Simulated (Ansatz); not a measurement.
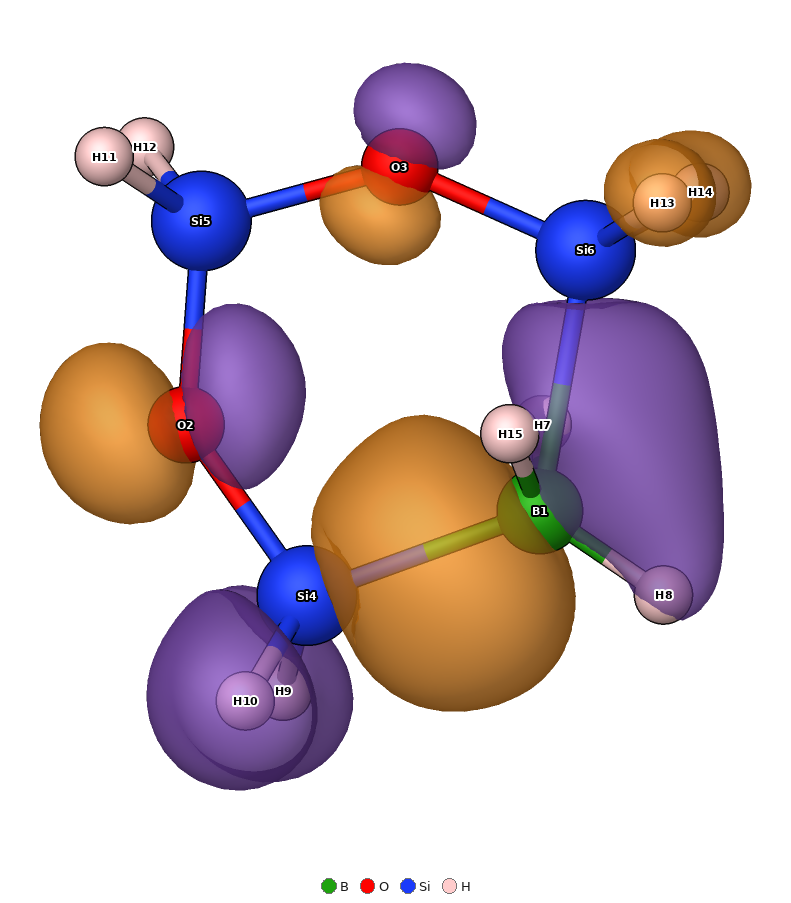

Figure 1: BH$_{9}$O$_{2}$Si$_{3}$. The HOMO at ±0.1 Å⁻³ᐟ² (orange and purple are the two phases), seen across its widest extent.

Geometry: PBE0-D3(BJ)/def2-SVP.

The calculation used isolated molecule in a Gaussian basis; Kohn-Sham density functional theory, functional PBE0 (Ansatz).

Input

```
crystal:
  periodic: [false, false, false]
  atoms:
    - {symbol: B, position_ang: [1.198655, -1.221385, -0.253943]}
    - {symbol: O, position_ang: [-0.852522, -0.011125, 1.487164]}
    - {symbol: O, position_ang: [-0.107364, 1.434956, -0.682127]}
    - {symbol: Si, position_ang: [0.076190, -1.415623, 1.404571]}
    - {symbol: Si, position_ang: [-1.100109, 1.390450, 0.661012]}
    - {symbol: Si, position_ang: [1.030615, 0.530906, -1.460546]}
    - {symbol: H, position_ang: [0.245511, -1.082037, -1.029509]}
    - {symbol: H, position_ang: [2.000476, -2.022965, -0.668310]}
    - {symbol: H, position_ang: [-0.858173, -2.581628, 1.366780]}
    - {symbol: H, position_ang: [0.873764, -1.512327, 2.664971]}
    - {symbol: H, position_ang: [-0.755422, 2.552425, 1.520498]}
    - {symbol: H, position_ang: [-2.507615, 1.458707, 0.189516]}
    - {symbol: H, position_ang: [2.323293, 1.265786, -1.557935]}
    - {symbol: H, position_ang: [0.601933, 0.208787, -2.850885]}
    - {symbol: H, position_ang: [1.741679, -0.165042, 0.091257]}
basis:
  gaussian:
    orbitals: def2-SVPD
hamiltonian:
  xc: pbe0
output:
  forces: true
  orbitals: {seedname: orbitals}
```

Command:

```sh
ansatz run input.yaml --threads 4 --pin off --max-ram 7830MiB --events-out events.jsonl --progress --plain --runs-dir runs
```

> What is the character of this orbital?

Its weight (Hirshfeld) is mainly on B1 (about 25 %), Si4 (about 25 %), O2 (about 15 %) and Si6 (about 10 %). Its energy is −7.93 eV.
